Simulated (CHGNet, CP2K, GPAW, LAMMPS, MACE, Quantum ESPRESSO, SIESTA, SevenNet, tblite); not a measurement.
## Amorphous Si (114 atoms): runs against a plane-wave reference

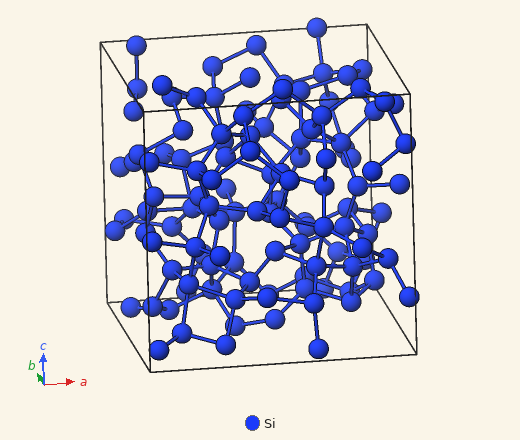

The cell (silicon blue). Some periodic images of atoms are drawn too.

Density of this cell: 2.27 g/cm³. The cell holds 114 atoms: 114 Si. Its edges and angles: a = 13.280 Å, b = 13.280 Å, c = 13.280 Å, α = 90.0°, β = 90.0°, γ = 90.0°. 114 atoms (114 Si) placed at random at 2.27 g/cm³, melted at 3500 K for 10 ps at fixed volume with the Tersoff potential (Tersoff, Phys. Rev. B 39, 5566 (1989)). Quenched from 3500 K to 700 K at 10 K/ps and fixed volume, annealed at 1200 K for 20 ps, held 5 ps.

Geometry: as built.

The reference, a calculation:

- method: Kohn-Sham DFT, PBE, SSSP efficiency 1.3.0 pseudopotentials, plane waves (Quantum ESPRESSO 7.5); sssp-pbe-1.3.0-efficiency, cutoffs 45/360 Ry, Γ point
- r.m.s. force component: 0.8128 eV/Å
- longest force: 3.968 eV/Å
- pressure: 0.7543 GPa
- time: 5.9 min on 4 MPI ranks of Arm Neoverse V1, shared host
- CPU time: 24 min

**Question.** The same geometry is run in other programs. How far does each lie from the reference, and what does it cost?
- CP2K LDA, DZVP-MOLOPT-SR, 350/50 Ry, diagonalisation (CP2K 2026.2; 2 threads)
- GPAW PBE, LCAO sz(dzp), h 0.2 Å (GPAW 26.7.0; 1 thread)
- GPAW PBE, LCAO dzp, h 0.22 Å (GPAW 26.7.0; 2 MPI ranks)
- SIESTA PBE, DZP, shift 0.01 Ry, mesh 300 Ry (SIESTA 5.4.2; 2 MPI ranks)
- CP2K PBE, SZV-MOLOPT-SR, 350/50 Ry, diagonalisation (CP2K 2026.2; 1 thread)
- SevenNet 0 potential (SevenNet 0; 1 thread)
- SIESTA PBE, SZ, shift 0.01 Ry, mesh 300 Ry (SIESTA 5.4.2; 1 thread)
- CP2K PBE, DZVP-UZH, 350/50 Ry, diagonalisation (CP2K 2026.2; 4 MPI ranks)
- CP2K PBE, DZVP-UZH, 175/50 Ry, diagonalisation (CP2K 2026.2; 2 threads)
- SIESTA PBE, DZP, shift 0.002 Ry, mesh 300 Ry (SIESTA 5.4.2; 2 MPI ranks)

Differences are against the plane-wave reference, forces as r.m.s. over components; share is that over the reference's r.m.s. force, slope the least-squares factor from reference forces to these. Total energies of different programs have different zeros and aren't compared.

```tsv
run	Δ force, r.m.s. (meV/Å)	share (%)	slope	Δ pressure (GPa)	cores	CPU time	memory (GiB)
reference	-	-	-	-	4	24 min	9.2
CP2K LDA, DZVP-MOLOPT-SR, 350/50 Ry, diagonalisation	62.5	7.69	0.957	-3.66	2	4.7 min	2.9
GPAW PBE, LCAO sz(dzp), h 0.2 Å (coarse)	372	45.8	1.357	-	1	2.1 min	1.9
GPAW PBE, LCAO dzp, h 0.22 Å (coarse)	45.9	5.65	1.044	-	2	8.9 min	2.1
SIESTA PBE, DZP, shift 0.01 Ry, mesh 300 Ry	47.0	5.79	1.047	0.556	2	10 min	2.4
CP2K PBE, SZV-MOLOPT-SR, 350/50 Ry, diagonalisation (coarse)	368	45.3	1.334	6.37	1	2.6 min	2.7
SevenNet 0 potential	239	29.5	0.765	0.159	1	9.4 s	0.89
SIESTA PBE, SZ, shift 0.01 Ry, mesh 300 Ry (coarse)	457	56.2	1.444	9.96	1	2.4 min	0.98
CP2K PBE, DZVP-UZH, 350/50 Ry, diagonalisation	37.1	4.56	1.007	-0.221	4	11 min	4.4
CP2K PBE, DZVP-UZH, 175/50 Ry, diagonalisation (coarse)	37.1	4.56	1.007	-0.221	2	9.6 min	1.4
SIESTA PBE, DZP, shift 0.002 Ry, mesh 300 Ry	63.8	7.85	1.062	1.31	2	25 min	3.6
```

Rows marked coarse were listed beforehand as settings not expected to be converged; some can still land near the reference.

Times of the machine-learned potentials are mostly Python's start and the loading of weights.

CPU time is summed over cores on a shared host, where runs went side by side, so it is rough. Symmetry, cutoffs, thresholds, outputs and thread counts weren't matched or tuned between programs; memory under MPI is the largest rank's times the ranks.

The PBE runs in local orbitals, coarse settings apart, differ by 4.6 % (CP2K PBE, DZVP-UZH, 350/50 Ry, diagonalisation) to 7.8 % (SIESTA PBE, DZP, shift 0.002 Ry, mesh 300 Ry); basis, grid and potentials can all enter. Machine-learned potentials differ by 29 % (SevenNet 0 potential); they were trained on other programs' data. Among those trained on PBE data the slope goes as low as 0.77, which softening far from their training structures can give, though the reference's k-sampling is untested too. Rows with another functional or a dispersion term differ by 7.7 % (CP2K LDA, DZVP-MOLOPT-SR, 350/50 Ry, diagonalisation), which mixes the change of model with differences of basis and potentials. Runs with settings chosen to be coarse differ by 4.6 % (CP2K PBE, DZVP-UZH, 175/50 Ry, diagonalisation) to 56 % (SIESTA PBE, SZ, shift 0.01 Ry, mesh 300 Ry), their programs' other errors included. Machine-learned potentials mimic data converged in k, so the reference's own k-point error enters their differences. The network of bonds at the start is that of the classical potential that made the cell, and needn't be the one that DFT or experiment would give. The electronic-structure runs sample only Γ, in a cell whose shortest periodic width is 13 Å, which is coarse for a cell with partly filled levels.

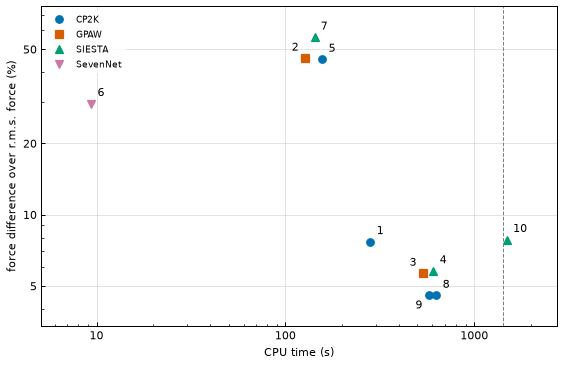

Force difference against CPU time; the dashed line marks the reference's time. Points: 1 CP2K LDA, DZVP-MOLOPT-SR, 350/50 Ry, diagonalisation; 2 GPAW PBE, LCAO sz(dzp), h 0.2 Å; 3 GPAW PBE, LCAO dzp, h 0.22 Å; 4 SIESTA PBE, DZP, shift 0.01 Ry, mesh 300 Ry; 5 CP2K PBE, SZV-MOLOPT-SR, 350/50 Ry, diagonalisation; 6 SevenNet 0 potential; 7 SIESTA PBE, SZ, shift 0.01 Ry, mesh 300 Ry; 8 CP2K PBE, DZVP-UZH, 350/50 Ry, diagonalisation; 9 CP2K PBE, DZVP-UZH, 175/50 Ry, diagonalisation; 10 SIESTA PBE, DZP, shift 0.002 Ry, mesh 300 Ry.

[Logs are printed without paths, hosts, clocks, repeated set-up lines and the standing remarks that a program may print on its own settings, such as how far it seeks lower states.]

[Hosts, paths, dates, database ids (printed as entryN), source tags and the programs' standing remarks are cut or masked in the printed files.]
